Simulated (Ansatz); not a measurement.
**BHLYP/6-31G(d) (spherical functions) run of Si4H10 (SMILES [SiH3][SiH]([SiH3])[SiH3])**

What is the electronic atomisation energy of Si4H10 at BHLYP/6-31G* (spherical functions)? 

The results are computed with Ansatz 0.2.0.

37 further runs of the same task are left out: 3 that didn't finish, 34 set aside as unsound or not needed.

### 1 The molecule

The species is Si4H10 (14 atoms), meant as a singlet with charge 0. As SMILES, `[SiH3][SiH]([SiH3])[SiH3]`. Geometry: relaxed at PBE0-D4/def2-TZVP.

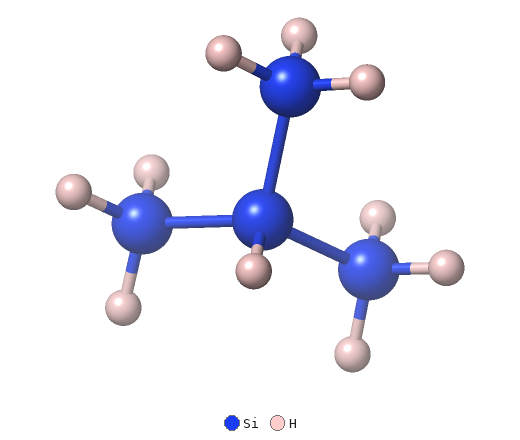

The structure, seen from a chosen angle (silicon blue, hydrogen pink).

### 2 A single-point energy at BHLYP/6-31G(d) (spherical functions)

Contents of input.yaml:

```yaml
basis:
  gaussian:
    orbitals: 6-31G_st_-spherical.json
crystal:
  periodic: [false, false, false]
  atoms:
    - {symbol: Si, position_ang: [-1.586600, 0.449770, -1.468220]}
    - {symbol: Si, position_ang: [-0.437700, -0.033320, 0.509060]}
    - {symbol: Si, position_ang: [1.124000, 1.651140, 0.941090]}
    - {symbol: Si, position_ang: [0.660040, -2.085920, 0.297480]}
    - {symbol: H, position_ang: [-2.588800, -0.607930, -1.768740]}
    - {symbol: H, position_ang: [-2.287510, 1.758070, -1.365710]}
    - {symbol: H, position_ang: [-0.615640, 0.517850, -2.593590]}
    - {symbol: H, position_ang: [-1.409520, -0.107160, 1.639330]}
    - {symbol: H, position_ang: [2.091010, 1.722300, -0.187470]}
    - {symbol: H, position_ang: [1.875310, 1.366450, 2.193260]}
    - {symbol: H, position_ang: [0.452630, 2.971990, 1.075490]}
    - {symbol: H, position_ang: [1.404530, -2.417500, 1.542160]}
    - {symbol: H, position_ang: [1.628750, -2.008150, -0.829180]}
    - {symbol: H, position_ang: [-0.310500, -3.177580, 0.015050]}
hamiltonian:
  xc: {name: BHLYP}
accuracy: high
output: {orbitals: {seedname: orbitals}}
```

The basis set 6-31G* is read from a file made from the Basis Set Exchange's data (not shown).

The run is started by

```console
$ ansatz run input.yaml --threads 1 --pin off --max-ram 3480MiB --events-out events.jsonl --progress --plain --runs-dir runs
```

Standard output:

```text
Warning: RAYON_NUM_THREADS=1 ignored (pool sized by the plan → 1); use --threads N
Functional definition: BHLYP
  name "BHLYP"
  parameter a = 0.5
  exchange = (1 - a)*b88_x + a*exact_x
  correlation = lyp_c
2157 factors; integrals over basis functions are off by at most 8.4e-9 eV
mean field evaluation 1: about -31669.8668 eV, gradient 9.0e0 eV
mean field evaluation 2: about -31670.2530 eV, gradient 2.7e0 eV
mean field evaluation 4: about -31670.2783 eV, gradient 1.1e0 eV
mean field evaluation 8: about -31670.8772 eV, gradient 9.9e-3 eV
mean field evaluation 16: about -31670.8774 eV, gradient 1.1e-6 eV
mean field -31670.87735893 eV, -1163.8832756491 hartree, gradient 1.8e-8 eV, S^2 0.000000; 0 other end points of the search recorded, 0 dependent functions left out
reference -31670.87739758 eV, -1163.8832770694 hartree; 33, 33 occupied and 59, 59 virtual orbitals, 2157 factors
Total energy: -31670.87739758 eV, -1163.8832770694 hartree
```

It took 8.4 s on 1 thread of Intel Xeon 6975P-C (Granite Rapids), shared host; peak memory 0.39 GiB.

### 3 The H atom

Contents of job.yaml:

```yaml
crystal:
  periodic: [false, false, false]
  atoms:
    - {symbol: H, position_ang: [0.000000, 0.000000, 0.000000]}
basis:
  gaussian:
    orbitals: "6-31G*"
magnetization:
  spin_polarized: true
  initial_magnetization: 1
hamiltonian:
  xc: {name: BHLYP}
accuracy: high
```

Run the same way, it converges to -0.49683 Eh (log not shown).

### 4 The Si atom

Contents of job.yaml:

```yaml
basis:
  gaussian: {orbitals: 6-31G_st_-spherical.json}
crystal:
  periodic: [false, false, false]
  atoms:
    - {symbol: Si, position_ang: [0.000000, 0.000000, 0.000000]}
magnetization: {spin_polarized: true, initial_magnetization: 2}
hamiltonian: {xc: {name: BHLYP}}
accuracy: high
```

The basis set 6-31G* is read from a file made from the Basis Set Exchange's data (not shown).

Run the same way, it converges to -289.35663 Eh (log not shown).

### 5 Results

At BHLYP/6-31G* (spherical functions):

| quantity | value |
| --- | --- |
| molecule: total energy | -1163.88328 Eh |
| molecule: HOMO energy | -8.91 eV |
| molecule: LUMO energy | 0.98 eV |
| molecule: HOMO–LUMO gap | 9.90 eV |
| H atom: total energy | -0.49683 Eh |
| H atom: ⟨S²⟩ | 0.750 |
| Si atom: total energy | -289.35663 Eh |
| Si atom: ⟨S²⟩ | 2.003 |
| electronic atomisation energy | 40.502 eV |

Taking the molecule apart into free atoms costs 40.50 eV (934 kcal/mol), before zero-point energy and without spin-orbit coupling.
